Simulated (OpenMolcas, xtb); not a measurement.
## A ladder of methods for CH3BI (SMILES C[B]I)

CH3BI: 6 atoms, total charge 0, spin state doublet. As SMILES, `C[B]I`. Geometry: relaxed at PBE0-D4/def2-TZVP.

Each level gives the dipole moment (D). The values are calculated.

```
                          level             kind     program  value (D)   CPU time
                       GFN2-xTB   semi-empirical         xtb       3.23  under 2 s
                       GFN0-xTB   semi-empirical         xtb       3.81  under 2 s
                       GFN1-xTB   semi-empirical         xtb       0.90  under 2 s
                     UHF/STO-3G     Hartree–Fock  OpenMolcas       1.79      2.4 s
                      UHF/3-21G     Hartree–Fock  OpenMolcas       1.76        3 s
  UHF/def2-SVP (core potential)     Hartree–Fock  OpenMolcas       1.63      4.8 s
 UHF/def2-TZVP (core potential)     Hartree–Fock  OpenMolcas       1.60       35 s
                  UTPSSh/STO-3G  hybrid meta-GGA  OpenMolcas       1.29       14 s
                   UTPSSh/3-21G  hybrid meta-GGA  OpenMolcas       1.58       19 s
UPBE0/def2-SVP (core potential)    global hybrid  OpenMolcas       1.54       24 s
```

All-electron rows without a relativistic Hamiltonian named are non-relativistic, while core potentials hold scalar relativity, so basis and relativity change together. The values span 0.90 to 3.81 D. Magnitudes only: a small dipole may point the other way at some levels. Sets without polarisation functions give poor dipoles. Without the sets that lack polarisation functions the rows with a basis span only 1.54 to 1.63 D. Times are those of the runs behind each value, whatever else they computed, on shared processors of several kinds: orders of magnitude only.

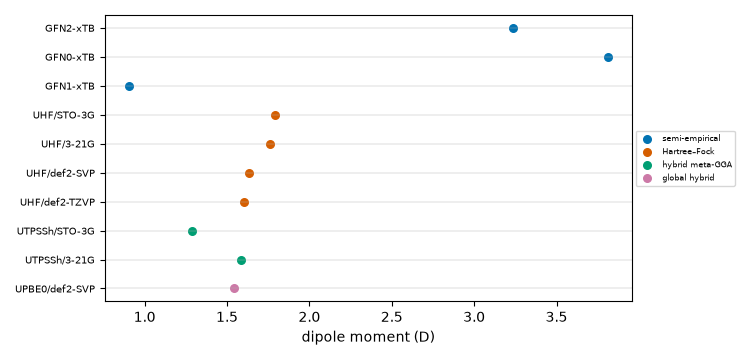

The values of the table, level by level.
